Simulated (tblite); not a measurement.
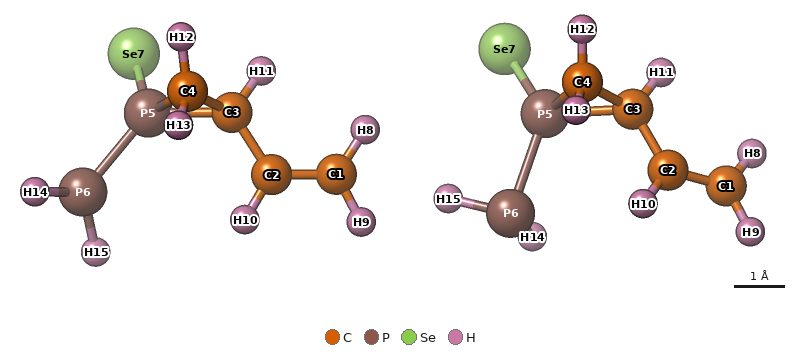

Two geometries of C4H8P2Se, drawn at one scale. One is the start of a relaxation, the other its converged end. A ball-and-stick model, seen face on.

Computed with GFN2-xTB geometry optimisation, gas phase in tblite. 

### Which of the two is the end point?

The right one is the relaxed one. After 199 geometry steps the energy has fallen by 2.359 eV. H14 moves most after the best rigid fit: 2.91 Å. By element the largest moves are H 2.91 Å, P 0.80 Å, Se 0.65 Å, C 0.33 Å. Some distances before and after: P5–P6 2.087 → 2.187 Å, C3–P5 1.765 → 1.858 Å, P5–Se7 2.042 → 2.115 Å, C4–H12 1.127 → 1.083 Å. Among the angles between lasting bonds that change: P5–P6–H15 121.0° → 91.0°, P5–P6–H14 118.9° → 91.7°, H14–P6–H15 117.8° → 92.2°. Groups turn about C2–C3 by about 30°.
